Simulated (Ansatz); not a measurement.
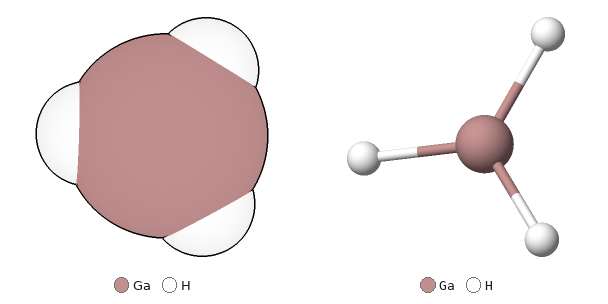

Two views of one molecule.

The geometry was computed by an optimisation with PBE0-D4/def2-TZVP.

Give the formula.

Answer. GaH3, 4 atoms: 1 gallium and 3 hydrogen.

What is the point group of this geometry?

Answer. D3h.

How many bonds of each kind are drawn?

Answer. 3 Ga–H. Sticks follow a distance rule.

The parts below concern this one geometry. Atoms keep their numbers from picture to picture.

**Geometry**

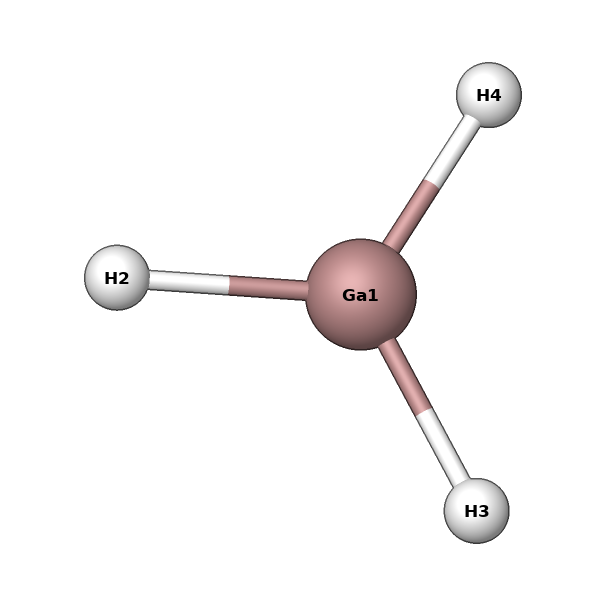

Give the bond lengths.

```json
{"bond": "Ga1–H2", "length (Å)": "1.568"}
{"bond": "Ga1–H3", "length (Å)": "1.568"}
{"bond": "Ga1–H4", "length (Å)": "1.568"}
```

**Electronic properties**

Level of theory: RHF-CCSD(T), frozen core/def2-TZVPP (Ansatz 0.2.0).

Estimate the T1 diagnostic.

Answer. 0.013.

**Charges**

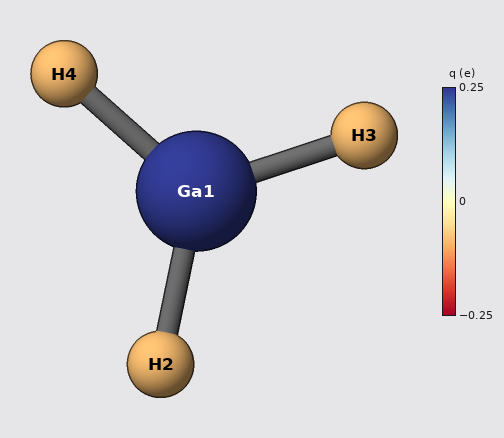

Atoms are coloured by their Mulliken charges. Level of theory: RKS PBE0-D4/def2-TZVP (Ansatz 0.2.0).

Give the Mulliken charges atom by atom.

```tsv
atom	value (e)
Ga1	0.24
H2	−0.08
H3	−0.08
H4	−0.08
```

**Vibrations**

Harmonic vibrations computed with RKS PBE0-D4/def2-TZVP (Ansatz 0.2.0) at a stationary point of the same level.

List the wavenumbers.

Answer. 6 modes: 724, 759, 759, 1979, 1981, 1981 cm⁻¹.

**Thermal motion**

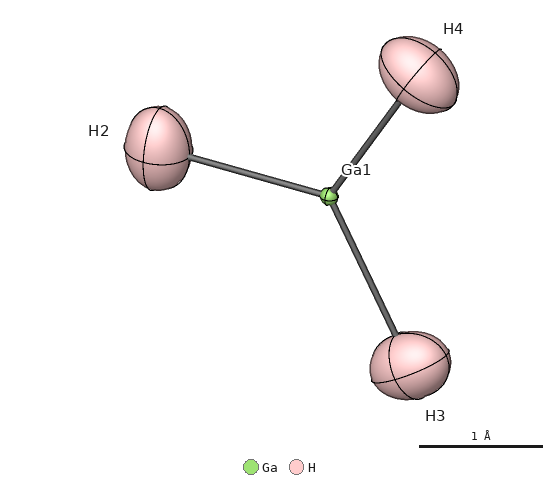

Displacement ellipsoids at the 50 % level, enlarged 2 times, from the internal vibrations of the free molecule (harmonic, no overall translation or rotation; no half-axis is drawn under 0.075 Å). Vibrations computed with RKS PBE0-D4/def2-TZVP (Ansatz 0.2.0). Temperature: 0 K (zero-point motion alone).

Which atom moves most?

Answer. H2, H3, H4, with U_eq = 0.0100 Å².

Does H4 move more along its bond or across it?

Answer. Across it: the root-mean-square amplitude is 0.091 Å along the bond and up to 0.120 Å across, since bending and torsion are softer than stretching.

Give the displacement parameters, one line for each set of equivalent atoms.

```csv
atom,U_eq (Å²),rms amplitudes (Å)
Ga1,0.00001,"0.003, 0.003, 0.004"
"H2, H3, H4",0.0100,"0.086, 0.091, 0.120"
```

Mulliken values depend strongly on the basis set and can even reverse the polarity of a bond.
